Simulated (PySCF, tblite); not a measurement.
# C₁₁H₁₀OSi: excited states

Wanted: excited states for C₁₁H₁₀OSi (`O=Cc1cccc2c([SiH3])cccc12`).

Computed with tblite 0.8.0 and PySCF 2.14.0 and routines of our own; the level stands in each step. Atoms count from 0.

## 1. The system as given

23 atoms, charge 0, multiplicity 1; geometry from: force field or distance geometry start.

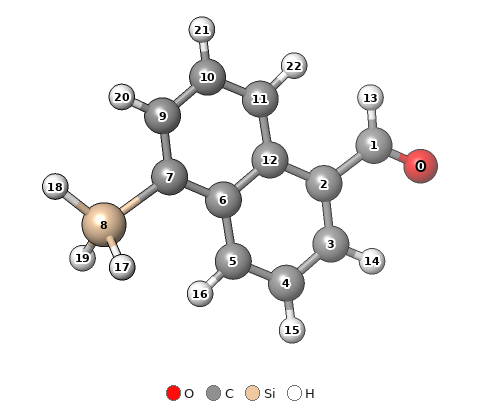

The starting geometry (oxygen red, carbon grey, silicon light orange, hydrogen white).

## 2. Optimising the geometry with GFN2-xTB

The job: settings as JSON, then the geometry in Å.

```
{"job": {"kind": "relax", "xc": "GFN2-xTB", "basis": "xTB"}, "charge": 0, "multiplicity": 1}
O      4.443900    -0.339400     0.016300
C      3.386200     0.304200     0.114700
C      2.064400    -0.338100    -0.025400
C      2.057300    -1.700400    -0.312700
C      0.861500    -2.386000    -0.455700
C     -0.345700    -1.691700    -0.350100
C     -0.401700    -0.297300    -0.073500
C     -1.632400     0.424000     0.054700
Si    -3.352100    -0.370000    -0.139500
C     -1.623100     1.800200     0.332400
C     -0.422500     2.473100     0.484800
C      0.779200     1.780800     0.373000
C      0.829900     0.397100     0.104000
H      3.440500     1.374100     0.338300
H      2.992400    -2.245100    -0.393400
H      0.859100    -3.449000    -0.664600
H     -1.243900    -2.276700    -0.480000
H     -3.531500    -1.442900     0.874100
H     -4.412800     0.667200     0.051400
H     -3.478800    -0.960800    -1.489100
H     -2.546400     2.378000     0.428700
H     -0.418400     3.543700     0.701700
H      1.690200     2.382100     0.519900
```

Command:

```sh
> OMP_NUM_THREADS=1 python excited_run.py task.json out
```

The driver reads the jobs from task.json and runs them one after another.

Standard output:

```text
step      E/eV     max force
  0    -936.23739    2.327
  1    -936.30420    2.427
  2    -936.35537    0.437
  3    -936.37611    0.371
  4    -936.40814    0.326
  5    -936.41944    0.233
  6    -936.42791    0.181
  7    -936.43268    0.186
  8    -936.43600    0.116
  9    -936.43799    0.118
 10    -936.43944    0.091
 11    -936.44053    0.067
 12    -936.44142    0.093
 13    -936.44213    0.079
 14    -936.44273    0.062
 15    -936.44334    0.051
 16    -936.44403    0.064
 17    -936.44475    0.064
 18    -936.44531    0.045
 19    -936.44567    0.038
 20    -936.44591    0.036
 21    -936.44609    0.037
 22    -936.44626    0.035
 23    -936.44643    0.033
 24    -936.44663    0.040
 25    -936.44683    0.044
 26    -936.44703    0.036
 27    -936.44721    0.033
 28    -936.44738    0.032
 29    -936.44752    0.027
 30    -936.44761    0.019
 31    -936.44766    0.015
 32    -936.44770    0.018
 33    -936.44773    0.013
 34    -936.44776    0.010
```

Wall time 0.42 s (1 thread of Arm Neoverse V1, shared host); peak memory 0.18 GiB.

Relaxation path: (not every step is listed)

| step | energy from step 0 (eV) | largest force (eV/Å) |
| --- | --- | --- |
| 0 | 0.0000 | 2.3269 |
| 1 | -0.0668 | 2.4272 |
| 2 | -0.1180 | 0.4372 |
| 3 | -0.1387 | 0.3706 |
| 4 | -0.1707 | 0.3264 |
| 5 | -0.1821 | 0.2332 |
| 6 | -0.1905 | 0.1810 |
| 7 | -0.1953 | 0.1862 |
| 8 | -0.1986 | 0.1160 |
| 10 | -0.2020 | 0.0913 |
| 12 | -0.2040 | 0.0929 |
| 14 | -0.2053 | 0.0625 |
| 16 | -0.2066 | 0.0639 |
| 18 | -0.2079 | 0.0453 |
| 20 | -0.2085 | 0.0357 |
| 22 | -0.2089 | 0.0352 |
| 24 | -0.2092 | 0.0404 |
| 26 | -0.2096 | 0.0362 |
| 28 | -0.2100 | 0.0322 |
| 29 | -0.2101 | 0.0270 |
| 30 | -0.2102 | 0.0187 |
| 31 | -0.2103 | 0.0154 |
| 32 | -0.2103 | 0.0176 |
| 33 | -0.2103 | 0.0130 |
| 34 | -0.2104 | 0.0097 |

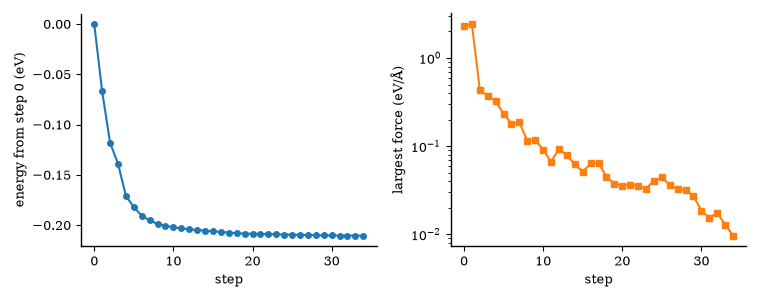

Energy and force, step by step.

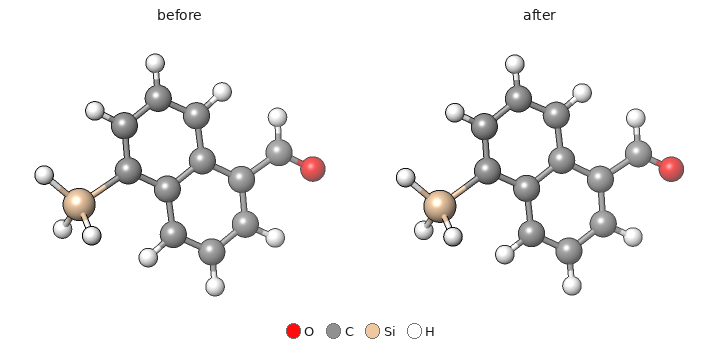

Before and after, at one scale.

Close pairs (by a distance rule), those that changed most:

```csv
bond,before (Å),after (Å),change (Å)
O0–C1,1.242,1.208,-0.034
Si8–H18,1.496,1.463,-0.033
C7–C9,1.404,1.374,-0.030
C4–C5,1.397,1.369,-0.027
C10–C11,1.391,1.368,-0.024
C11–H22,1.101,1.078,-0.023
Si8–H17,1.487,1.465,-0.021
C2–C12,1.443,1.428,-0.015
```

The end geometry stands in the next job.

## 3. Harmonic vibrations with GFN2-xTB

The job: settings as JSON, then the geometry in Å.

```
{"job": {"kind": "ir", "xc": "GFN2-xTB", "basis": "xTB"}, "charge": 0, "multiplicity": 1}
O      4.421622    -0.334519     0.014971
C      3.384711     0.276642     0.117419
C      2.053244    -0.322298    -0.025555
C      2.010287    -1.676831    -0.297172
C      0.797528    -2.344794    -0.453342
C     -0.378133    -1.652538    -0.337278
C     -0.398331    -0.269958    -0.060798
C     -1.631139     0.427926     0.055052
Si    -3.306630    -0.425859    -0.149012
C     -1.599470     1.774974     0.326317
C     -0.391331     2.460777     0.487411
C      0.801777     1.800883     0.378011
C      0.839990     0.419199     0.100874
H      3.407849     1.359491     0.331607
H      2.947691    -2.206451    -0.385761
H      0.791606    -3.403330    -0.665384
H     -1.320090    -2.166517    -0.457835
H     -3.462431    -1.476145     0.861074
H     -4.344029     0.588718     0.035523
H     -3.417270    -1.001717    -1.492137
H     -2.524872     2.325586     0.418306
H     -0.405679     3.519981     0.700586
H      1.718348     2.353763     0.507200
```

Standard output:

```text
mode    cm-1     km/mol
  1      37.3      6.01
  2      49.2      6.04
  3     126.2      0.34
  4     138.2      0.09
  5     163.1      2.66
  6     165.5      1.15
  7     225.9      1.48
  8     229.1      2.99
  9     337.8     10.49
 10     379.6      2.22
 11     395.2      4.04
 12     429.1      2.15
 13     445.4      6.95
 14     482.9     11.48
 15     486.3     16.77
 16     541.4     12.96
 17     553.9     38.72
 18     569.0     53.43
 19     612.6     30.26
 20     701.0     23.89
 21     722.6      1.79
 22     766.9     27.83
 23     770.4      2.50
 24     779.7    246.48
 25     795.1    102.92
 26     801.6    324.99
 27     812.4     81.99
 28     834.3     62.71
 29     861.7     83.58
 30     891.3      0.20
 31     900.9      0.02
 32     917.0      1.12
 33     925.7      0.01
 34     927.7      0.07
 35    1063.9      0.54
 36    1118.1      0.38
 37    1139.8      1.07
 38    1180.6      1.65
 39    1192.7      5.90
 40    1218.1     11.79
 41    1230.9     11.25
 42    1237.6     72.05
 43    1321.4     14.27
 44    1360.3      4.99
 45    1369.8     34.44
 46    1388.7     19.45
 47    1416.0      7.67
 48    1444.9      6.87
 49    1506.7     54.81
 50    1550.6     29.84
 51    1584.1     17.43
 52    1586.2      2.09
 53    1723.2    479.97
 54    2243.2    419.78
 55    2244.9    174.17
 56    2269.1    273.66
 57    2800.0     95.90
 58    3068.2     20.58
 59    3079.8     57.12
 60    3080.4      6.42
 61    3088.0     17.99
 62    3095.9     31.72
 63    3104.3     34.03
```

Wall time 1.5 s (1 thread of Arm Neoverse V1, shared host); peak memory 0.18 GiB.

The strongest bands and the atoms that carry them (share of the mass-weighted mode):

```csv
cm⁻¹,km/mol,atoms
780,246.5,"H17 44 %, H19 44 %"
795,102.9,"H18 46 %, H19 18 %, H17 18 %"
802,325.0,"H18 35 %, H19 27 %, H17 27 %"
1723,480.0,"C1 59 %, O0 39 %"
2243,419.8,"H19 61 %, H17 35 %"
2245,174.2,"H17 61 %, H19 36 %"
2269,273.7,H18 96 %
2800,95.9,H13 94 %
```

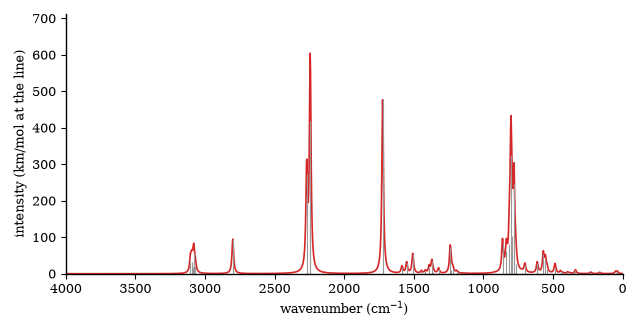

The infrared spectrum from these modes, unscaled. Lines are broadened to a width of 14 cm⁻¹ (Lorentzian).

## 4. Excited states: TDA LC-wPBE/def2-SVP

Settings changed since step 3:

```diff
@@ -1,2 +1,2 @@
-{"job": {"kind": "ir", "xc": "GFN2-xTB", "basis": "xTB"}, "charge": 0, "multiplicity": 1}
+{"job": {"kind": "states", "xc": "LC-wPBE", "basis": "def2-SVP", "tda": true, "soc": true, "nstates": 5, "ntriplets": 4, "nquad": 4}, "charge": 0, "multiplicity": 1}
 O      4.421622    -0.334519     0.014971
```

With the program's defaults for keys left out, this is: TDA LC-wPBE/def2-SVP excited states, vertical, gas phase, spin-orbit mean-field couplings.

Standard output:

```text
coarse grid: 20856 points
cycle   1  E = -788.6643776370  dE =  3.289e+00  |g| = 8.633e-01  |ddm| = 6.083e+00
cycle   2  E = -788.5671907867  dE =  9.719e-02  |g| = 1.229e+00  |ddm| = 2.893e+00
cycle   3  E = -788.8455332107  dE = -2.783e-01  |g| = 6.535e-02  |ddm| = 1.768e+00
cycle   4  E = -788.8472560332  dE = -1.723e-03  |g| = 3.873e-02  |ddm| = 2.153e-01
cycle   5  E = -788.8477001321  dE = -4.441e-04  |g| = 1.383e-02  |ddm| = 7.623e-02
cycle   6  E = -788.8477744373  dE = -7.431e-05  |g| = 4.105e-03  |ddm| = 3.107e-02
cycle   7  E = -788.8477875976  dE = -1.316e-05  |g| = 2.083e-03  |ddm| = 1.466e-02
cycle   8  E = -788.8477916123  dE = -4.015e-06  |g| = 7.355e-04  |ddm| = 7.565e-03
final grid: 200144 points
cycle   9  E = -788.9920620927  dE = -3.739e-05  |g| = 4.017e-03  |ddm| = 5.167e-02
cycle  10  E = -788.9920640478  dE = -1.955e-06  |g| = 3.691e-03  |ddm| = 1.129e-02
cycle  11  E = -788.9920666953  dE = -2.647e-06  |g| = 8.165e-04  |ddm| = 4.935e-03
cycle  12  E = -788.9920668523  dE = -1.570e-07  |g| = 2.516e-04  |ddm| = 9.930e-04
cycle  13  E = -788.9920668768  dE = -2.455e-08  |g| = 8.665e-05  |ddm| = 7.182e-04
cycle  14  E = -788.9920668805  dE = -3.697e-09  |g| = 3.185e-05  |ddm| = 2.126e-04
cycle  15  E = -788.9920668819  dE = -1.342e-09  |g| = 1.584e-05  |ddm| = 1.461e-04
cycle  16  E = -788.9920668821  dE = -1.994e-10  |g| = 5.765e-06  |ddm| = 5.058e-05
converged SCF energy = -788.9920668821

Singlet excitations
state   eV       nm        f     d(h-e)  d(exc)  Lambda  PR(NTO)  |dmu|/D   mu/D   main configurations
  1   3.8270   324.0   0.00014   0.924   2.490   0.392   1.010    2.622    1.342   H-2->L 0.59, H-2->L+2 0.20, H-2->L+4 0.09
  2   4.7449   261.3   0.02051   0.167   3.182   0.632   1.988    0.510    3.271   H-1->L 0.58, H->L+1 0.29
  3   4.8190   257.3   0.32629   0.655   3.480   0.823   1.234    2.206    4.967   H->L 0.89
  4   6.0669   204.4   0.00365   0.589   3.229   0.676   1.428    1.594    3.798   H->L+2 0.60, H->L+1 0.21, H-3->L 0.08
  5   6.3470   195.3   0.29793   0.850   3.281   0.663   2.247                     H-1->L+2 0.24, H-1->L 0.17, H-1->L+1 0.13

Triplet excitations (Tamm-Dancoff)
state   eV     d(h-e)  d(exc)  Lambda  PR(NTO)   main configurations
  1   2.7633   0.137   2.998   0.816   1.358   H->L 0.81
  2   3.2009   0.837   2.381   0.391   1.009   H-2->L 0.54, H-2->L+2 0.22, H-2->L+4 0.11
  3   3.8749   0.196   2.837   0.668   2.053   H-1->L 0.35, H-3->L 0.20, H->L+2 0.19
  4   4.0768   0.174   2.980   0.643   1.688   H-1->L 0.52, H->L+2 0.21, H-3->L 0.15
S1 - T1 = 1.0637 eV

Spin-orbit couplings |<S|Hso|T>| (cm-1)
             T1       T2       T3       T4
S0        0.044   51.055    0.045    0.041
S1       11.319    0.091   11.642    6.513
S2        0.025    0.322    0.006    0.003
S3        0.018    9.943    0.003    0.025
S4        0.016   10.564    0.009    0.012
S5        0.037    2.070    0.060    0.030
T1 sublevels (cm-1): 0.000 0.000 0.019   radiative rates (1/s): 0.000474 0.000121 0.236
```

Run time: 2.3 min. Hardware: 1 thread of Arm Neoverse V1, shared host; peak memory 1.2 GiB.

From this job:

```csv
quantity,value
S1 less T1,1.06 eV
```

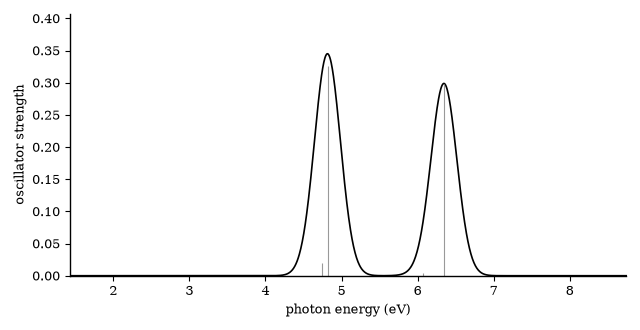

Absorption lines of the singlets. Lines are broadened to a width of 0.40 eV (Gaussian).

The fields below are evaluated on a grid from the run's orbitals.

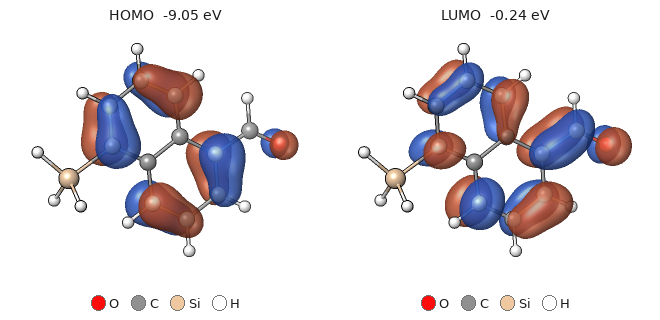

Frontier orbitals at LC-wPBE/def2-SVP; each surface holds 70 % of the orbital's density, blue and red mark the sign.

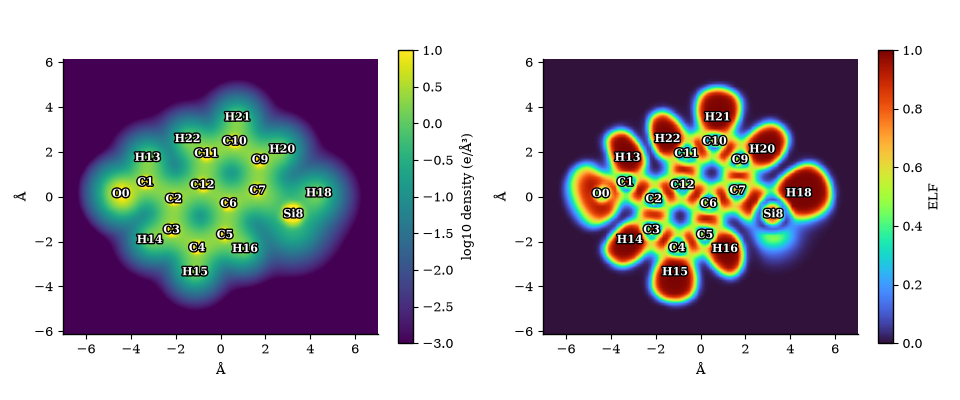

Density (left) and ELF (right) in a plane through or near 21 of the atoms.

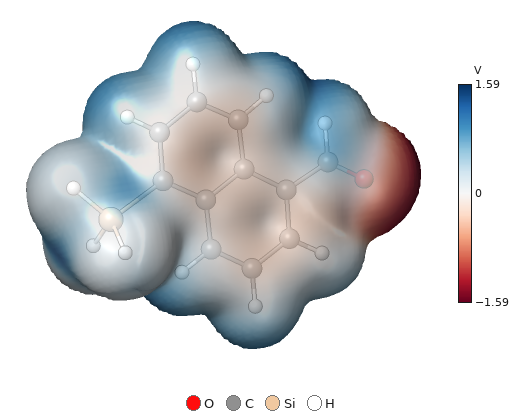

The potential that a unit positive charge feels on the 0.002 e/bohr³ surface, from -1.59 V near O0 to 1.19 V near H22.

## 5. Summary of results

| quantity | value |
| --- | --- |
| strongest single infrared mode (GFN2-xTB) | 1723 cm⁻¹, 480 km/mol |
| zero-point energy (GFN2-xTB) | 103.6 kcal/mol |
| S1 less T1 (step 4, TDA LC-wPBE/def2-SVP) | 1.06 eV |
| potential on the surface of density 0.002 e/bohr³, 1st and 99th percentile | -1.59 V and 1.19 V |

In words: All 63 modes are real, so the xTB geometry is a minimum. The strongest single mode, at 1723 cm⁻¹, moves mainly C1 and O0. GFN2-xTB is a fitted tight-binding method: band positions and strengths are rough. Its intensities can rank the bands wrongly. In step 4, the number of triplets below S1 is 2, and the largest singlet-triplet spin-orbit coupling is S0–T2, 51.05 cm⁻¹.
